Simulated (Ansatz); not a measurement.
# C2N2 (SMILES [C-]#[N+][N+]#[C-]): BLYP/cc-pVTZ

Aim: the vertical singlet–triplet gap of C2N2 at BLYP/cc-pVTZ, from 2 runs. 

The results are computed with Ansatz 0.2.0.

27 further runs of the same task are left out: 3 that didn't finish, 24 set aside as unsound or not needed.

**1. The structure to begin with**

C2N2 has 4 atoms, charge 0, and is taken as a singlet. SMILES: `[C-]#[N+][N+]#[C-]`. Geometry: relaxed at PBE0-D4/def2-TZVP.

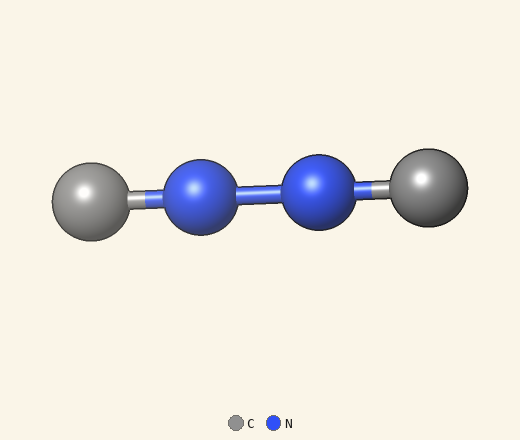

The structure, seen from a chosen angle (carbon grey, nitrogen blue).

**2. The energy at BLYP/cc-pVTZ**

Input file in.yaml:

```yaml
crystal:
  periodic: [false, false, false]
  atoms:
    - symbol: C
      position_ang: [-0.612040, 1.680100, 0.265350]
    - symbol: "N"
      position_ang: [-0.214170, 0.587980, 0.092870]
    - symbol: N
      position_ang: [0.214200, -0.587980, -0.092860]
    - symbol: C
      position_ang: [0.612010, -1.680110, -0.265370]
basis:
  gaussian: {orbitals: cc-pVTZ}
hamiltonian: {xc: {name: BLYP}}
accuracy: high
output: {orbitals: {seedname: orbitals}}
```

On the command line:

```bash
$ ansatz run in.yaml --threads 1 --pin off --max-ram 3480MiB --events-out events.jsonl --progress --plain --runs-dir runs
```

Log:

```text
Warning: RAYON_NUM_THREADS=1 ignored (pool sized by the plan → 1); use --threads N
Functional definition: BLYP
  name "BLYP"
  parameter beta = 0.0042
  parameter a = 0.04918
  parameter b = 0.132
  parameter c = 0.2533
  parameter d = 0.349
  exchange = b88_x(beta = beta)
  correlation = lyp_c(a = a, b = b, c = c, d = d)
1813 factors; integrals over basis functions are off by at most 3.0e-9 eV
mean field evaluation 1: about -5045.9516 eV, gradient 4.5e1 eV
mean field evaluation 2: about -5045.4519 eV, gradient 4.7e1 eV
mean field evaluation 4: about -5049.9029 eV, gradient 1.5e0 eV
mean field evaluation 8: about -5049.9063 eV, gradient 4.2e-3 eV
mean field evaluation 16: about -5049.9063 eV, gradient 1.1e-6 eV
mean field -5049.90625853 eV, -185.5806320517 hartree, gradient 9.3e-9 eV, S^2 0.000000; 0 other end points of the search recorded, 0 dependent functions left out
reference -5049.90630385 eV, -185.5806337172 hartree; 13, 13 occupied and 107, 107 virtual orbitals, 1813 factors
Total energy: -5049.90630385 eV, -185.5806337172 hartree
```

It took 5.1 s on 1 thread of Arm Neoverse V1, shared host; peak memory 0.26 GiB.

**3. The triplet, same level**

Input file run.yaml:

```yaml
crystal:
  periodic: [false, false, false]
  atoms:
    - symbol: C
      position_ang: [-0.612040, 1.680100, 0.265350]
    - symbol: "N"
      position_ang: [-0.214170, 0.587980, 0.092870]
    - symbol: N
      position_ang: [0.214200, -0.587980, -0.092860]
    - symbol: C
      position_ang: [0.612010, -1.680110, -0.265370]
basis:
  gaussian:
    orbitals: cc-pVTZ
total_charge: 0
magnetization:
  spin_polarized: true
  initial_magnetization: 2
hamiltonian:
  xc: {name: BLYP}
accuracy: high
output: {orbitals: {seedname: orbitals}}
```

On the command line:

```bash
$ ansatz run run.yaml --threads 1 --pin off --max-ram 3480MiB --events-out events.jsonl --progress --plain --runs-dir runs
```

Log, shortened:

```text
Warning: RAYON_NUM_THREADS=1 ignored (pool sized by the plan → 1); use --threads N
Functional definition: BLYP
  name "BLYP"
[...]
1813 factors; integrals over basis functions are off by at most 3.0e-9 eV
[...]
mean field -5044.97529949 eV, -185.3994226491 hartree, gradient 6.6e-8 eV, S^2 2.014660; 9 other end points of the search recorded, 0 dependent functions left out
reference -5044.97534300 eV, -185.3994242480 hartree; 14, 12 occupied and 106, 108 virtual orbitals, 1813 factors
Total energy: -5044.97534300 eV, -185.3994242480 hartree
```

It took 65 s on 1 thread of Arm Neoverse V1, shared host; peak memory 0.35 GiB.

**4. Summary of results**

Level: BLYP/cc-pVTZ.

| quantity | value |
| --- | --- |
| singlet: total energy | -185.58063 Eh |
| singlet: HOMO energy | -8.28 eV |
| singlet: LUMO energy | -2.83 eV |
| singlet: HOMO–LUMO gap | 5.45 eV |
| triplet: total energy | -185.39942 Eh |
| triplet: HOMO energy (highest over α and β) | -3.35 eV |
| triplet: ⟨S²⟩ | 2.015 |
| vertical energy of the triplet above the singlet | 4.931 eV |

At this shape the triplet lies 4.93 eV (476 kJ/mol) above the singlet.
